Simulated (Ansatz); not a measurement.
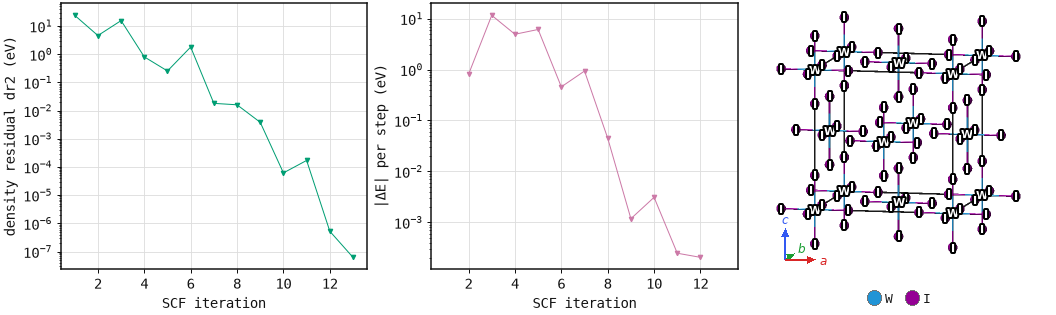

Beside the plot: the structure in its conventional cell.

The plot shows the SCF iterations of a calculation: density residual dr2, step-to-step change of the Harris–Foulkes energy. Energy differences below 3 × 10⁻⁶ eV aren't drawn.

WI6 (7 atoms in the cell), run with Ansatz.

```
crystal:
  lattice:
    - [0.0, 5.5431389146, 5.5431389146]
    - [5.5431389146, 0.0, 5.5431389146]
    - [5.5431389146, 5.5431389146, 0.0]
  atoms:
    - { symbol: W, position: [0.0, 0.0, 0.0] }
    - { symbol: I, position: [0.7560210138, 0.2439789862, 0.2439789862] }
    - { symbol: I, position: [0.2439789862, 0.7560210138, 0.7560210138] }
    - { symbol: I, position: [0.2439789862, 0.7560210138, 0.2439789862] }
    - { symbol: I, position: [0.7560210138, 0.2439789862, 0.7560210138] }
    - { symbol: I, position: [0.2439789862, 0.2439789862, 0.7560210138] }
    - { symbol: I, position: [0.7560210138, 0.7560210138, 0.2439789862] }
basis:
  ecutwfc: 420
kpoints:
  mp_grid: { grid: [6, 6, 6] }
hamiltonian:
  xc: pbe
  hubbard: { sites: [{ species: W, l: d, u_eff: 40.0 }] }
scf:
  occupations: { method: gaussian, width: 0.01 }
  max_iter: 100
output:
  forces: true
  eigenvalues: true
  stress: true
```

Run as:
```bash
ansatz run input.yaml --threads 4 --pin off --max-ram 8192MiB --backend cpu --events-out ev --progress --plain --runs-dir out
```

Question: How did this run end?

Answer: The run converged; it took 13 iterations. The residual falls unevenly and jumps up by a factor of two or more 3 times on the way down.

Question: Is anything amiss with this input?

Answer: The input holds a fault (an enormous or negative U). The SCF closed all the same, which doesn't make the results meaningful for the real system.
